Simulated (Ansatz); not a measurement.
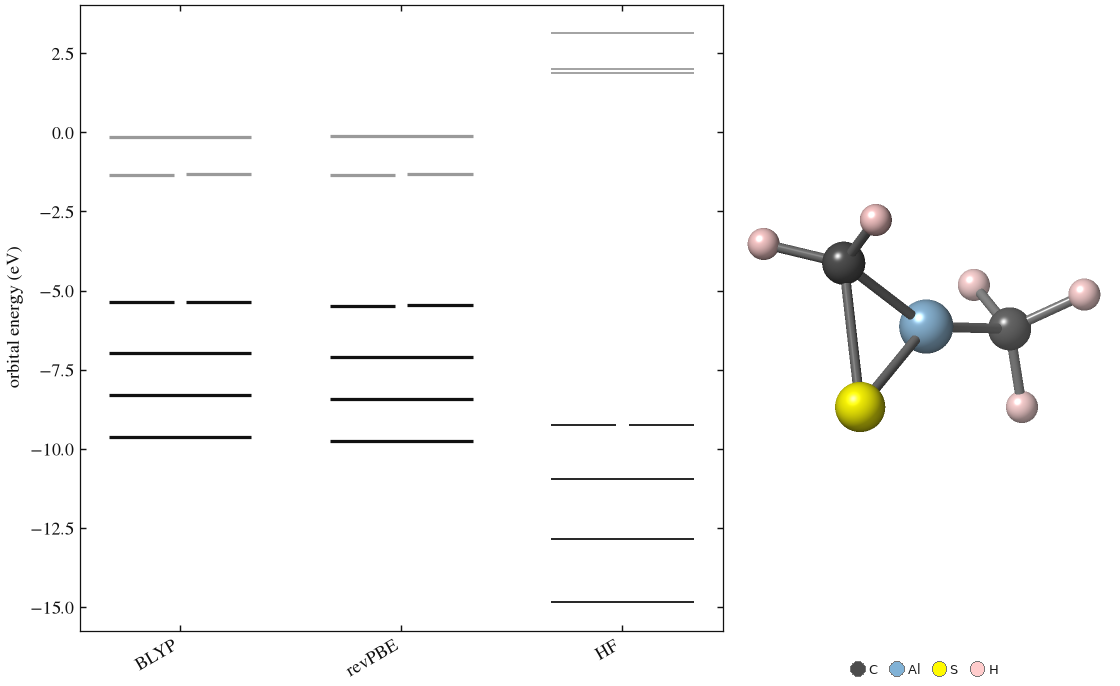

Frontier orbital energies of C₂H₅AlS, SMILES [CH3][Al]1[CH2][S]1, singlet at one geometry, def2-TZVPP, the Ansatz code, at a PBE0-D4/def2-TZVP geometry (a minimum by its frequencies). Empty levels are grey, levels within 0.1 eV stand side by side; all columns show the same few orbitals around the gap.

How do the frontier levels move from column to column?

Answer. The separation grows from 3.99 eV (BLYP) to 11.12 eV (HF).

```csv
level,HOMO (eV),LUMO (eV),separation (eV)
BLYP,−5.35,−1.36,3.99
revPBE,−5.46,−1.36,4.10
HF,−9.24,1.88,11.12
```

Limits of at least one run: empty levels above zero depend strongly on the basis.
